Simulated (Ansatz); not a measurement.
```json
{"atom": "F", "x (Å)": "-1.7252", "y (Å)": "0.9941", "z (Å)": "-0.1530"}
{"atom": "C", "x (Å)": "-0.3605", "y (Å)": "0.6944", "z (Å)": "-0.2747"}
{"atom": "Si", "x (Å)": "0.4858", "y (Å)": "0.8341", "z (Å)": "1.4044"}
{"atom": "Sn", "x (Å)": "-0.1801", "y (Å)": "-1.2721", "z (Å)": "-1.1958"}
{"atom": "H", "x (Å)": "0.0737", "y (Å)": "1.4158", "z (Å)": "-0.9768"}
{"atom": "H", "x (Å)": "0.3330", "y (Å)": "2.1965", "z (Å)": "1.9786"}
{"atom": "H", "x (Å)": "1.9286", "y (Å)": "0.5388", "z (Å)": "1.1881"}
{"atom": "H", "x (Å)": "-0.0859", "y (Å)": "-0.1645", "z (Å)": "2.3434"}
{"atom": "H", "x (Å)": "-0.6635", "y (Å)": "-2.4623", "z (Å)": "-0.0746"}
{"atom": "H", "x (Å)": "1.4470", "y (Å)": "-1.5252", "z (Å)": "-1.6489"}
{"atom": "H", "x (Å)": "-1.1874", "y (Å)": "-1.3068", "z (Å)": "-2.5703"}
```

Geometry: PBE0-D4/def2-TZVP; core potentials replace the inner electrons of Sn.

Level of theory: RKS PBE0-D4/def2-TZVPP (Ansatz).

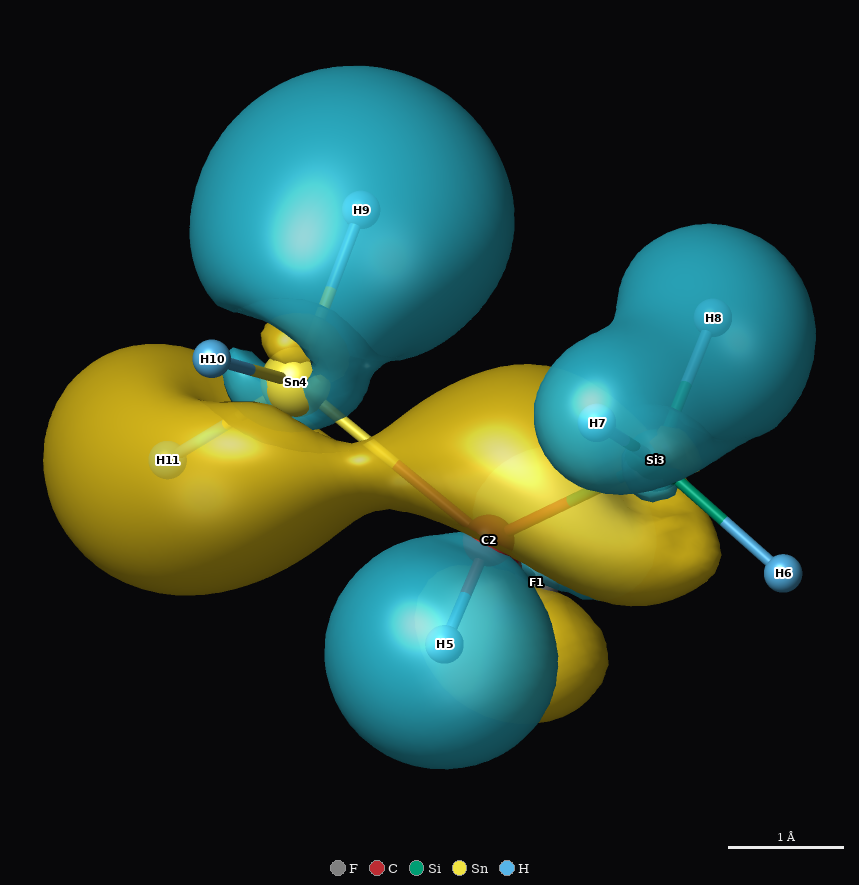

CH₇FSiSn (SMILES F[CH]([SiH3])[SnH3]). The HOMO−1 at ±0.06 Å⁻³ᐟ² (yellow and cyan are the two phases), seen at a tilt.

> Where does this orbital lie, and at what energy?

It lies mainly on Sn4 (about 20 %), C2 (about 20 %), H9 (about 15 %), F1 (about 15 %), Si3 (about 10 %) and H11 (about 10 %). Its energy is −8.93 eV.
